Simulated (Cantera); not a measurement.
Input: 1 mol SiH2Cl2, 5.1 mol H2, held at 10.0 mbar.

Method: chemical equilibrium by Gibbs-energy minimisation in Cantera with the NASA 1993 tables (ideal gas, pure condensed phases). Candidate condensed phases: Si; 19 gas species. The tables' values for SiCl, SiCl3 are old estimates; treat these amounts as uncertain. Gases not in the tables: Si2H6 and higher silanes. Rates play no part.

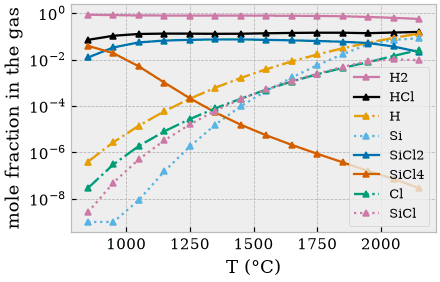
Figure: Equilibrium gas composition (values under 1e-9 drawn at 1e-9)

### Question
Read off the mole fractions at 1150 °C.

### Answer
H2 about 0.80, HCl about 0.13, SiCl2 about 0.066, SiCl4 about 0.0010, H about 5.9e-5, Cl about 8.1e-6, SiCl about 3.3e-6, Si about 1.5e-7.
